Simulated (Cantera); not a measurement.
A closed system holds: 1 mol BN, 38 mol H2, equilibrated at 1000 Pa.

Equilibrium computed with Cantera from the NASA thermochemical tables; the gas is ideal and each condensed phase is pure. Candidate condensed phases: B, BN; 15 gas species. Mutual solubility and eutectic melting of coexisting phases are not modelled. The tables' values for BH2 are old estimates; treat these amounts as uncertain. Rates play no part.

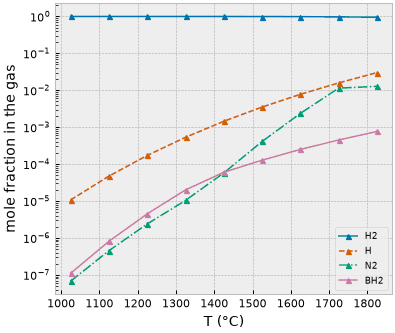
Figure. Equilibrium gas composition (values under 1e-9 drawn at 1e-9)

**Question.** Read off the mole fractions at 1825 °C.

**Answer.** H2 about 0.96, H about 0.030, N2 about 0.013, BH2 about 0.00076.
